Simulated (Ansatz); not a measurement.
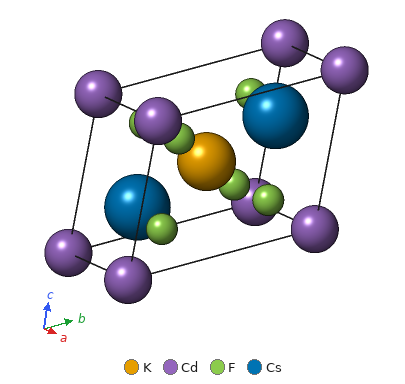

View slightly off an axis, drawn as a spheres-only model. The wireframe shows the simulation cell.

```xyz
10
Lattice="0.0000 4.6232 4.6232 4.6232 0.0000 4.6232 4.6232 4.6232 0.0000" Properties=species:S:1:pos:R:3 pbc="T T T"
K     4.6232    4.6232    4.6232
Cd    0.0000    0.0000    0.0000
F     1.9880    4.6232    4.6232
F     4.6232    1.9880    4.6232
F     7.2584    4.6232    4.6232
F     4.6232    7.2584    4.6232
F     4.6232    4.6232    1.9880
F     4.6232    4.6232    7.2584
Cs    2.3116    2.3116    2.3116
Cs    6.9348    6.9348    6.9348
```

Method: Ansatz, DFT, PAW plane waves, PBE0; a 420 eV plane-wave basis, 2×2×2 k-points, Fermi-Dirac smearing of 0.013 eV, no spin polarisation.

What does a Bader analysis give?

Answer. Cs +0.93 e; K +0.90 e; Cd +1.73 e; F -0.75 e.

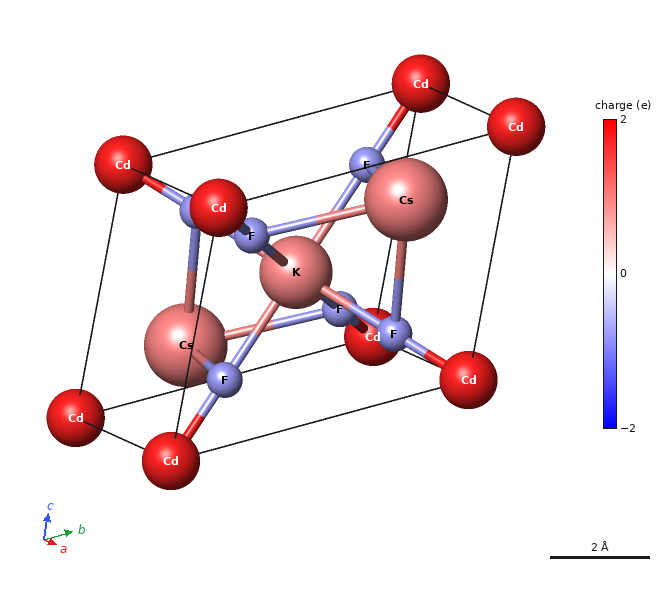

The atoms coloured by those charges.

Note that this is a generated cell, made by putting these elements into a known structure type (the compound may or may not exist in this form), and that it hasn't been relaxed. It went into a calculation with Ansatz.

At this level of theory the cell isn't at rest (compressed, at 6 GPa and forces up to 2.3 eV/Å), so its distances can differ from those at equilibrium, the more so the softer the solid.
